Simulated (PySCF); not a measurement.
# quartet [BNH4]− at 6 levels

Wanted: a comparison of 6 runs (UB3LYP/STO-3G, UPBE0/STO-3G, NEVPT2(5,5)/STO-3G, UCCSDT/STO-3G, UCCSD(T)/STO-3G, FCI/STO-3G) of quartet [BNH4]−. Input form: a Python script.

Program for the calculation: PySCF 2.14.0.

7 further runs of the same task are left out: 7 set aside as unsound or not needed.

## Step 1: The molecule

[BNH4]− has 6 atoms, charge -1, and is taken as a quartet. As SMILES of the parent species, `[BH2-]N`. The shape is that of a GFN2-xTB optimisation. That shape belongs to the parent species and isn't relaxed for this state.

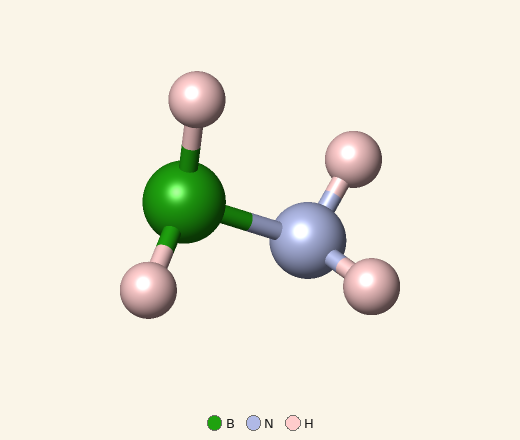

Viewed from a chosen angle; boron green, nitrogen light blue, hydrogen pink.

## Step 2: A single-point energy at UB3LYP/STO-3G (run 1)

Input file run.py:

```python
from pyscf import gto, dft

mol = gto.M(
    atom='''
B       -0.409200      -0.684370       0.181230
N       -0.175110       0.868880       0.098520
H        0.620240      -1.323070       0.573900
H       -0.807710      -1.131940      -0.915350
H        0.296220       1.134010      -0.776380
H        0.475560       1.136490       0.838070
''',
    verbose=4,
    charge=-1,
    spin=3,
    max_memory=1860,
    basis='sto-3g',
)

calc0 = dft.UKS(mol, xc='b3lyp')
calc0.grids.level = 5
calc0.conv_tol = 1e-10
calc0.kernel()
if not calc0.converged:
    calc0 = calc0.newton().run(calc0.mo_coeff, calc0.mo_occ)

e_tot = calc0.e_tot
print('E = %.10f Eh' % e_tot)
```

Run with:

```console
$ OMP_NUM_THREADS=1 python run.py
```

The log of the run:

```text
PySCF version 2.14.0

[... 55 lines left out ...]
[... the frontier-level lines of each cycle are left out ...]
[... 5 lines left out ...]
[... 5 lines left out ...]
[... 5 lines left out ...]
[... 5 lines left out ...]
[... 5 lines left out ...]
[... 5 lines left out ...]
[... 5 lines left out ...]
[... 5 lines left out ...]

cycle= 9 E= -80.3435640921464  delta_E= -4.81e-08  |g|= 5.5e-05  |ddm|= 0.00135


cycle= 10 E= -80.3435641022519  delta_E= -1.01e-08  |g|= 1.32e-05  |ddm|= 0.000488


cycle= 11 E= -80.3435641029337  delta_E= -6.82e-10  |g|= 4.03e-06  |ddm|= 0.000132


cycle= 12 E= -80.3435641029698  delta_E= -3.61e-11  |g|= 1.89e-06  |ddm|= 3.15e-05


Extra cycle  E= -80.3435641029745  delta_E= -4.65e-12  |g|= 8.5e-07  |ddm|= 7.28e-06
converged SCF energy = -80.3435641029745  <S^2> = 3.7521354  2S+1 = 4.0010676
E = -80.3435641030 Eh
```

It took 4.8 s on 1 thread of Arm Neoverse V1, shared host; peak memory 0.18 GiB.

## Step 3: A single-point energy at UPBE0/STO-3G (run 2)

Input file job.py:

```python
from pyscf import gto, dft

molecule = gto.Mole()
molecule.atom = '''
B   -0.409200  -0.684370   0.181230
N   -0.175110   0.868880   0.098520
H    0.620240  -1.323070   0.573900
H   -0.807710  -1.131940  -0.915350
H    0.296220   1.134010  -0.776380
H    0.475560   1.136490   0.838070
'''
molecule.spin = 3
molecule.basis = 'sto-3g'
molecule.verbose = 4
molecule.charge = -1
molecule.max_memory = 1860
molecule.build()

ks = dft.UKS(molecule, xc='pbe0')
ks.conv_tol = 1e-10
ks.grids.level = 5
ks.kernel()
if not ks.converged:
    ks = ks.newton().run(ks.mo_coeff, ks.mo_occ)

energy = ks.e_tot
print('E = %.10f Eh' % energy)
```

Run with:

```console
$ OMP_NUM_THREADS=1 python job.py
```

The log of the run:

```text
PySCF version 2.14.0

[... 54 lines left out ...]
[... the frontier-level lines of each cycle are left out ...]
[... 5 lines left out ...]
[... 5 lines left out ...]
[... 5 lines left out ...]
[... 5 lines left out ...]
[... 5 lines left out ...]
[... 5 lines left out ...]
[... 5 lines left out ...]
[... 5 lines left out ...]

cycle= 9 E= -80.2357424886847  delta_E= -1.25e-07  |g|= 7.74e-05  |ddm|= 0.00185


cycle= 10 E= -80.2357425129581  delta_E= -2.43e-08  |g|= 1.79e-05  |ddm|= 0.000803


cycle= 11 E= -80.2357425139375  delta_E= -9.79e-10  |g|= 5.85e-06  |ddm|= 0.00017


cycle= 12 E= -80.2357425140177  delta_E= -8.02e-11  |g|= 2.6e-06  |ddm|= 4.3e-05


Extra cycle  E= -80.2357425140301  delta_E= -1.23e-11  |g|= 9.03e-07  |ddm|= 1.09e-05
converged SCF energy = -80.2357425140301  <S^2> = 3.7527821  2S+1 = 4.0013908
E = -80.2357425140 Eh
```

Wall time 4.2 s (1 thread of Arm Neoverse V1, shared host); peak memory 0.18 GiB.

Runs 3 to 5 aren't shown in full; the table further down has their settings and results.

## Step 4: A single-point energy at FCI/STO-3G (run 6)

Input file input.py:

```python
from pyscf import gto, scf, mcscf

mol = gto.Mole()
mol.atom = [
    ('B', (-0.409200, -0.684370, 0.181230)),
    ('N', (-0.175110, 0.868880, 0.098520)),
    ('H', (0.620240, -1.323070, 0.573900)),
    ('H', (-0.807710, -1.131940, -0.915350)),
    ('H', (0.296220, 1.134010, -0.776380)),
    ('H', (0.475560, 1.136490, 0.838070)),
]
mol.basis = 'sto-3g'
mol.max_memory = 1860
mol.verbose = 3
mol.charge = -1
mol.spin = 3
mol.build()

mf = scf.ROHF(mol)
mf.conv_tol = 1e-10
mf.kernel()
if not mf.converged:
    mf = mf.newton().run(mf.mo_coeff, mf.mo_occ)

cas = mcscf.CASCI(mf, mf.mo_coeff.shape[-1] - 2, (mol.nelec[0] - 2, mol.nelec[1] - 2))  # full CI above the frozen core
cas.fix_spin_(ss=3.75)
cas.kernel()
etot = cas.e_tot
print(f'total energy: {etot:.8f} hartree')
```

Run with:

```console
$ OMP_NUM_THREADS=1 python input.py
```

The log of the run:

```text
converged SCF energy = -79.7843687168047
CASCI E = -79.8841325196095  E(CI) = -31.7417750150630  S^2 = 3.7500000
total energy: -79.88413252 hartree
```

Run time: 13 s. Hardware: 1 thread of Arm Neoverse V1, shared host; peak memory 0.2 GiB.

## Step 5: All runs side by side

```tsv
run	level	integration grid	active selection	energy (Eh)	HOMO energy (eV)	⟨S²⟩	wall time
1	UB3LYP/STO-3G	5	–	-80.343564	15.48	3.752	4.8 s
2	UPBE0/STO-3G	5	–	-80.235743	15.36	3.753	4.2 s
3	NEVPT2(5,5)/STO-3G	–	mp2 natural orbitals	-79.855477	–	–	1.2 s
4	UCCSDT/STO-3G	–	–	-79.884144	11.89	3.759	3.3 s
5	UCCSD(T)/STO-3G	–	–	-79.883532	11.89	3.759	1.1 s
6	FCI/STO-3G	–	–	-79.884133	–	–	13 s
```

## Step 6: What came out

| quantity | value |
| --- | --- |
| run 6: total energy | -79.88413 Eh |
| run 6: correlation energy (2 core orbitals frozen) | -99.8 mEh |

In words: Against full CI in this basis: UCCSDT -0.0 mEh; UCCSD(T) +0.6 mEh. Totals of different functionals can't be ranked against each other. In runs 1, 2, 3, 4, 5, 6 the HOMO lies above zero, so the outermost electron may be held by the basis alone. In runs 1, 2, 3, 4, 5, 6 the basis is minimal, so the values are rough. All runs together took 28 s, the longest 13 s.
